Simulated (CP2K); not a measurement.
# One shape, several levels: singlet CH5BN+

Aim: a comparison of 3 runs (B3LYP/6-31G*, AM1, PM3) of singlet CH5BN+. 

The results are computed with CP2K 2026.2.

2 further runs of the same task are left out: 2 set aside as unsound or not needed.

**1. Starting point**

CH5BN+ has 8 atoms, charge +1, and is taken as a singlet. SMILES of the parent species: `B[N]C`. The coordinates come from a PBE0-D4/def2-TZVP relaxation. That shape belongs to the parent species and isn't relaxed for this state.

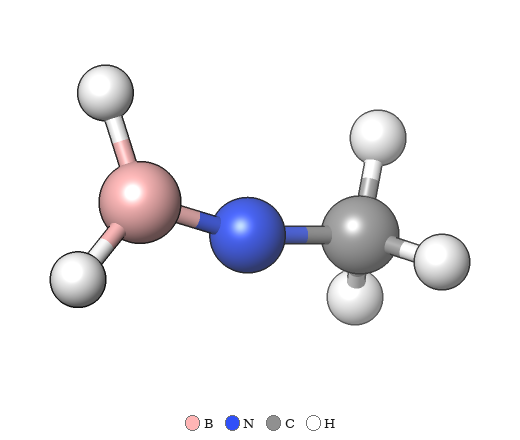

Viewed from a chosen angle; boron pink, nitrogen blue, carbon grey, hydrogen white.

**2. The energy at B3LYP/6-31G(d) (spherical functions) (run 1)**

The input, molecule.xyz:

```xyz
8

B     -0.373900     1.096100    -0.965000
N      0.058500     0.275600    -0.008700
C      0.339600    -0.835900     0.776800
H     -1.007800     0.632300    -1.885400
H     -0.143000     2.276400    -0.921600
H     -0.096400    -0.755000     1.778600
H      1.416200    -1.018200     0.865300
H     -0.101000    -1.728600     0.304400
```

The input, calc.inp:

```
&GLOBAL
  PROJECT_NAME calc
  RUN_TYPE ENERGY
  PRINT_LEVEL MEDIUM
&END GLOBAL

&FORCE_EVAL
  METHOD QUICKSTEP
  &DFT
    BASIS_SET_FILE_NAME ./6_31gs.basis
    POTENTIAL_FILE_NAME POTENTIAL
    CHARGE 1
    &QS
      METHOD GAPW
      EPS_DEFAULT 1.0E-10
    &END QS
    &MGRID
      CUTOFF 280
      REL_CUTOFF 50
      NGRIDS 4
    &END MGRID
    &POISSON
      PERIODIC NONE
      POISSON_SOLVER MULTIPOLE
    &END POISSON
    # self-consistent field
    &SCF
      SCF_GUESS ATOMIC
      EPS_SCF 1.0E-07
      MAX_SCF 100
      ADDED_MOS 5
      &DIAGONALIZATION
        ALGORITHM STANDARD
      &END DIAGONALIZATION
      &MIXING
        METHOD DIRECT_P_MIXING
        ALPHA 0.4
      &END MIXING
    &END SCF
    # functional
    &XC
      &XC_FUNCTIONAL
        &HYB_GGA_XC_B3LYP
        &END HYB_GGA_XC_B3LYP
      &END XC_FUNCTIONAL
      &HF
        FRACTION 0.2
        &SCREENING
          EPS_SCHWARZ 1.0E-10
        &END SCREENING
        &MEMORY
          MAX_MEMORY 1050
        &END MEMORY
      &END HF
    &END XC
    &PRINT
      &MOMENTS
        PERIODIC F
        REFERENCE COM
        MAX_MOMENT 1
      &END MOMENTS
      &MO ON
        ENERGIES T
        OCCUPATION_NUMBERS T
        NDIGITS 6
        &EACH
          QS_SCF 0
        &END EACH
        ADD_LAST NUMERIC
      &END MO
      &LOWDIN ON
      &END LOWDIN
      &HIRSHFELD OFF
      &END HIRSHFELD
    &END PRINT
  &END DFT
  &SUBSYS
    # vacuum box
    &CELL
      ABC 9.4 11 10.7
      PERIODIC NONE
    &END CELL
    &TOPOLOGY
      COORD_FILE_NAME molecule.xyz
      COORD_FILE_FORMAT XYZ
      &CENTER_COORDINATES
      &END CENTER_COORDINATES
    &END TOPOLOGY
    &KIND B
      BASIS_SET 6-31Gs
      POTENTIAL ALL
      LEBEDEV_GRID 194
      RADIAL_GRID 100
    &END KIND
    &KIND N
      BASIS_SET 6-31Gs
      POTENTIAL ALL
      LEBEDEV_GRID 194
      RADIAL_GRID 100
    &END KIND
    &KIND C
      BASIS_SET 6-31Gs
      POTENTIAL ALL
      LEBEDEV_GRID 194
      RADIAL_GRID 100
    &END KIND
    &KIND H
      BASIS_SET 6-31Gs
      POTENTIAL ALL
      LEBEDEV_GRID 194
      RADIAL_GRID 100
    &END KIND
  &END SUBSYS
&END FORCE_EVAL
```

Launch:

```bash
$ OMP_NUM_THREADS=1 cp2k.psmp calc.inp > calc.out
```

The program printed:

```text
CP2K| version string:                                       CP2K version 2026.2
[...]
 GLOBAL| Method name                                                        CP2K
[...]
 GLOBAL| Run type                                                         ENERGY
[...]
 DFT| Spin restricted Kohn-Sham (RKS) calculation                            RKS
 DFT| Multiplicity                                                             1
[...]
 DFT| Charge                                                                   1
[...]
 FUNCTIONAL| HYB_GGA_XC_B3LYP:
[...]
 QS| Method:                                                                GAPW
[...]
 QS| Density cutoff [a.u.]:                                                140.0
[...]
 QS| Relative density cutoff [a.u.]:                                        25.0
[...]
                             - Atoms:                                          8
[...]
                             - Spherical basis functions:                     52
[...]
 Number of electrons:                                                         22
[...]
     1 P_Mix/Diag. 0.40E+00    3.0     0.74454657      -117.6123854088 -1.18E+02
[...]
    19 DIIS/Diag.  0.22E-06    1.3     0.00000009      -120.3336235834 -1.41E-12
  *** SCF run converged in    19 steps ***
[...]
  Overlap energy of the core charge distribution:               0.00002946614955
  Self energy of the core charge distribution:               -100.21703096538968
  Core Hamiltonian energy:                                    -19.03367772952462
  Hartree energy:                                              39.17826937632700
  Exchange-correlation energy:                                 -5.77049189261614
  Hartree-Fock Exchange energy:                                -3.40671439180655
[...]
 ENERGY| Total FORCE_EVAL ( QS ) energy [hartree]           -120.333623583381353
[...]
```

Wall time 27 s (1 thread of Arm Neoverse V1, shared host); peak memory 0.61 GiB.

**3. The energy at AM1 (run 2)**

The input, job.inp:

```
&GLOBAL
    PROJECT job
    RUN_TYPE ENERGY
    PRINT_LEVEL MEDIUM
&END
&FORCE_EVAL
    METHOD QS
    &DFT
        CHARGE 1
        MULTIPLICITY 1
        &QS
            METHOD AM1
            EPS_DEFAULT 1.0E-10
            &SE
                &COULOMB
                    CUTOFF [angstrom] 50
                    RC_RANGE [angstrom] 0
                &END
                &EXCHANGE
                    CUTOFF [angstrom] 50
                    RC_RANGE [angstrom] 0
                &END
            &END
        &END
        &POISSON
            PERIODIC NONE
            POISSON_SOLVER ANALYTIC
        &END
        &SCF
            SCF_GUESS ATOMIC
            EPS_SCF 1.0E-06
            MAX_SCF 30
            &OT ON
                MINIMIZER DIIS
                PRECONDITIONER FULL_ALL
            &END
            &OUTER_SCF
                EPS_SCF 1.0E-06
                MAX_SCF 8
            &END
        &END
        &PRINT
            &MOMENTS
                PERIODIC F
                REFERENCE COM
                MAX_MOMENT 1
            &END
            &MO_CUBES
                NLUMO 3
                NHOMO -1
                WRITE_CUBE F
            &END
            &HIRSHFELD OFF
            &END
        &END
    &END
    &SUBSYS
        &CELL
            ABC [angstrom] 14.4 16 15.7
            PERIODIC NONE
        &END
        &COORD
            B      6.621900     8.822200     6.938400
            N      7.054300     8.001700     7.894700
            C      7.335400     6.890200     8.680200
            H      5.988000     8.358400     6.018000
            H      6.852800    10.002500     6.981800
            H      6.899400     6.971100     9.682000
            H      8.412000     6.707900     8.768700
            H      6.894800     5.997500     8.207800
        &END
    &END
&END
```

Launch:

```bash
$ OMP_NUM_THREADS=1 cp2k.psmp -i job.inp -o job.out
```

The program printed:

```text
CP2K| version string:                                       CP2K version 2026.2
[...]
 GLOBAL| Method name                                                        CP2K
[...]
 GLOBAL| Run type                                                         ENERGY
[...]
                             - Atoms:                                          8
[...]
                             - Spherical basis functions:                     17
[...]
 Number of electrons:                                                         16
[...]
     1 OT DIIS     0.15E+00    0.0     0.39390164       -13.2200336575 -1.32E+01
[...]
     9 OT DIIS     0.15E+00    0.0     0.00000057       -17.0226009556 -2.88E-10
  *** SCF run converged in     9 steps ***
  Core-core repulsion energy [eV]:                            799.80141261642984
  Core Hamiltonian energy [eV]:                              -700.94202378074317
  Two-electron integral energy [eV]:                        -1124.13583535149428
  Electronic energy [eV]:                                   -1263.00994145649020
  Total energy [eV]:                                         -463.20852884006035
  Atomic reference energy [eV]:                               473.41486195657194
  Heat of formation [kcal/mol]:                               235.36365166942841
[...]
 SE_DIPOLE| Moment [Debye]          0.74852056       0.00709217       1.24389038
 SE_DIPOLE| Derivative [a.u.]       0.00000000       0.00000000       0.00000000
 *** WARNING in qs_scf_post_se.F:140 :: Printing of MO cube files not ***
 *** implemented for Semi-Empirical method.                           ***
 ENERGY| Total FORCE_EVAL ( QS ) energy [hartree]            -17.022600955609068
[...]
```

It took 0.56 s on 1 thread of Arm Neoverse V1, shared host.

**4. The energy at PM3 (run 3)**

molecule.xyz is that of step 2.

The input, job.inp:

```
&GLOBAL
    PROJECT job
    RUN_TYPE ENERGY
    PRINT_LEVEL MEDIUM
&END GLOBAL

&FORCE_EVAL
    METHOD QUICKSTEP
    &DFT
        CHARGE 1
        # Quickstep
        &QS
            METHOD PM3
            EPS_DEFAULT 1.0E-10
            &SE
                &COULOMB
                    CUTOFF [angstrom] 50
                    RC_RANGE [angstrom] 0
                &END COULOMB
                &EXCHANGE
                    CUTOFF [angstrom] 50
                    RC_RANGE [angstrom] 0
                &END EXCHANGE
            &END SE
        &END QS
        &POISSON
            PERIODIC NONE
            POISSON_SOLVER ANALYTIC
        &END POISSON
        &SCF
            SCF_GUESS ATOMIC
            EPS_SCF 1.0E-06
            MAX_SCF 50
            &OT
                MINIMIZER DIIS
                PRECONDITIONER FULL_ALL
            &END OT
            &OUTER_SCF
                EPS_SCF 1.0E-06
                MAX_SCF 8
            &END OUTER_SCF
        &END SCF
        &PRINT
            &MOMENTS
                PERIODIC F
                REFERENCE COM
                MAX_MOMENT 1
            &END MOMENTS
            &MO_CUBES
                NLUMO 3
                NHOMO -1
                WRITE_CUBE F
            &END MO_CUBES
            &HIRSHFELD OFF
            &END HIRSHFELD
        &END PRINT
    &END DFT
    &SUBSYS
        &CELL
            ABC 10.4 12 11.7
            PERIODIC NONE
        &END CELL
        &TOPOLOGY
            COORD_FILE_NAME molecule.xyz
            COORD_FILE_FORMAT XYZ
            &CENTER_COORDINATES
            &END CENTER_COORDINATES
        &END TOPOLOGY
    &END SUBSYS
&END FORCE_EVAL
```

Launch:

```bash
$ OMP_NUM_THREADS=1 cp2k.psmp -i job.inp > job.out 2>&1
```

The program printed:

```text
CP2K| version string:                                       CP2K version 2026.2
[...]
 GLOBAL| Method name                                                        CP2K
[...]
 GLOBAL| Run type                                                         ENERGY
[...]
                             - Atoms:                                          8
[...]
                             - Spherical basis functions:                     17
[...]
 Number of electrons:                                                         16
[...]
     1 OT DIIS     0.15E+00    0.0     0.31749537       -11.6225480516 -1.16E+01
[...]
    11 OT DIIS     0.15E+00    0.0     0.00000064       -14.9105115322 -2.11E-10
  *** SCF run converged in    11 steps ***
  Core-core repulsion energy [eV]:                            779.89211308399388
  Core Hamiltonian energy [eV]:                              -595.41616760557565
  Two-electron integral energy [eV]:                        -1180.42319655701272
  Electronic energy [eV]:                                   -1185.62776588408201
  Total energy [eV]:                                         -405.73565280008808
  Atomic reference energy [eV]:                               415.81205545657201
  Heat of formation [kcal/mol]:                               232.36738384374547
[...]
 SE_DIPOLE| Moment [Debye]          0.22897570      -0.07662231       0.40364726
 SE_DIPOLE| Derivative [a.u.]       0.00000000       0.00000000       0.00000000
 *** WARNING in qs_scf_post_se.F:140 :: Printing of MO cube files not ***
 *** implemented for Semi-Empirical method.                           ***
 ENERGY| Total FORCE_EVAL ( QS ) energy [hartree]            -14.910511532192082
[...]
```

It took 0.75 s on 1 thread of Arm Neoverse V1, shared host.

**5. The series**

```tsv
run	level	scheme	SCF convergence threshold	energy (Eh)	wall time
1	B3LYP/6-31G* (spherical functions)	GAPW	1e-07	-120.333624	27 s
2	AM1	–	1e-06	-17.022601	0.56 s
3	PM3	–	1e-06	-14.910512	0.75 s
```

**6. Outcome**

```
                quantity           value
     run 3: total energy    -14.91051 Eh
run 3: heat of formation  232.4 kcal/mol
```

What this shows: Force-field and semi-empirical energies have zeros of their own, so their totals don't compare. All runs together took 28 s, the longest 27 s.
